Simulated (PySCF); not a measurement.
```yaml
atoms:
  - { symbol: Li, position_ang: [0.0000, 0.0000, -2.7220] }
  - { symbol: Se, position_ang: [0.0000, 0.0000, 0.2390] }
```

The calculation used PBE0/pcseg-2, non-relativistic, at a bond length of 2.961 Å (PySCF 2.14.0).

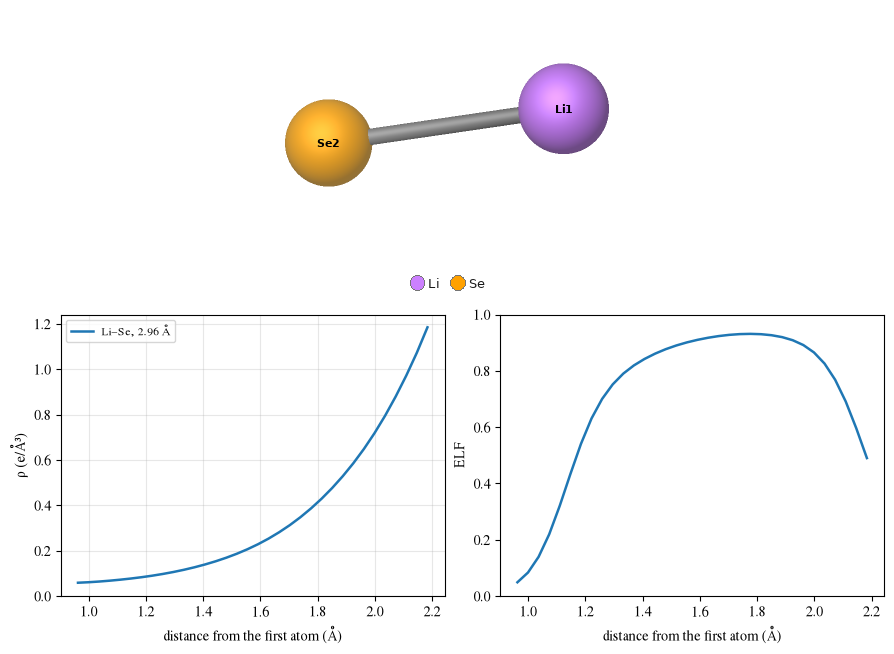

LiSe (quartet). Total electron density and ELF along straight lines between neighbouring atoms. The curves leave out the atomic cores. The structure is drawn too.

> What can be read from the curves?

Li–Se (2.96 Å): ρ at the midpoint is about 0.17 e/Å³; the ELF peaks at about 0.95 in the valence shell of Se, 1.2 Å from its nucleus, and falls to about 0 next to Li: a closed-shell, largely ionic contact.
